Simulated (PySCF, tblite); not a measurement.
# C4H2F3O radical: geometry, infrared bands and EPR parameters

Wanted: the infrared bands and EPR parameters of C4H2F3O radical (`F/[C]=C(/F)O/C=C\F`), by calculation.

Computed with tblite 0.8.0 and PySCF 2.14.0, with density-fitted response routines of our own, on a single molecule in the gas phase. Atoms count from 0, in the outputs and in this text.

**1. Starting geometry**

10 atoms, charge 0, multiplicity 2; geometry from: force field or distance geometry start.

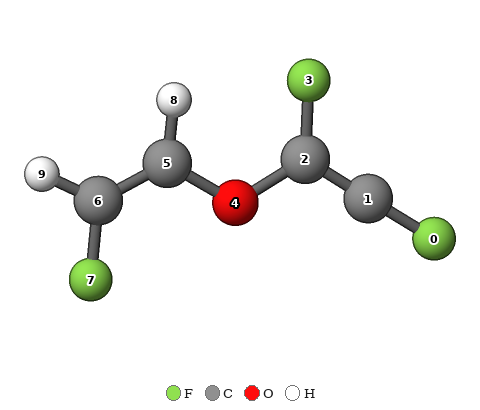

The starting geometry (fluorine green, carbon grey, oxygen red, hydrogen white), atoms numbered.

**2. Optimising the geometry with GFN2-xTB**

The job: settings as JSON, then the geometry in Å.

```
{"job": {"kind": "relax", "xc": "GFN2-xTB", "basis": "xTB"}, "charge": 0, "multiplicity": 2}
F      3.206000     1.999800     0.538000
C      2.274300     1.124400     0.101900
C      1.403600     0.263400    -0.298500
F      1.708900    -0.646100    -1.245500
O      0.136800     0.351600     0.264900
C     -0.830800    -0.532300    -0.156700
C     -2.061900    -0.511100     0.333100
F     -2.441900     0.379100     1.274800
H     -0.509800    -1.248200    -0.903100
H     -2.876200    -1.175900     0.068600
```

Run with:

```sh
OMP_NUM_THREADS=1 python probes_run.py task.json out
```

This one command runs all jobs of the session in turn.

**Question.** This job is followed by: GFN2-xTB harmonic vibrations, gas phase; UKS B3LYP, pcH-1 on C F H O, non-relativistic, mean-field spin-orbit, GIAO. What will the session give for the following? strongest single infrared mode (GFN2-xTB); zero-point energy (GFN2-xTB); g(iso) (B3LYP); ⟨S²⟩; largest a(iso); potential on the surface of density 0.002 e/bohr³, 1st and 99th percentile.

As calculated:

| quantity | value |
| --- | --- |
| strongest single infrared mode (GFN2-xTB) | 1174 cm⁻¹, 428 km/mol |
| zero-point energy (GFN2-xTB) | 32.2 kcal/mol |
| g(iso) (B3LYP) | 2.00423 |
| ⟨S²⟩ | 0.757 (exact 0.75) |
| largest a(iso) | 13C on C1, 530.3 MHz |
| potential on the surface of density 0.002 e/bohr³, 1st and 99th percentile | -0.77 V and 1.58 V |

Over 72 steps the energy fell by 0.588 eV; of the close pairs, C2–O4 changed most, 1.389 to 1.352 Å. All 24 modes are real, so the xTB geometry is a minimum. The strongest single mode, at 1174 cm⁻¹, has its largest shares on C2, C1 and F0 (the list is cut at 3 atoms). GFN2-xTB is a fitted tight-binding method: band positions and strengths are rough. Its intensities can rank the bands wrongly. C1 carries the largest spin population, 0.89 e. The isotropic g lies 1.9 ppt above the free-electron value. These values are for one conformer; the search (at its own cheap level) found 2 more, at 0.33, 0.97 kcal/mol, and measured spectra average over such forms.
